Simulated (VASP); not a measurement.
Band structure of Te (space group P3_121). Method: PBE GGA, VASP's PBE PAW potentials (set 64) (plane waves; VASP 6.6.1).

The path is coarsely sampled, so an indirect gap can come out somewhat too large. Unless said otherwise, spin-orbit coupling is left out, though it shifts the bands of the heavy elements here.

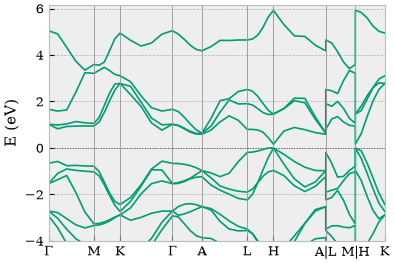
Fig. 1. Bands along high-symmetry lines, zero at the valence-band maximum or, without a gap, the Fermi level

Q: Read the plot: is there a gap, and where are the band edges?

A: The gap is indirect, 0.16 eV, from the valence maximum at L-H at 0.80 to the conduction minimum at H.

The structure is a typed Te crystal (P3_121). The cell was not relaxed at this level.
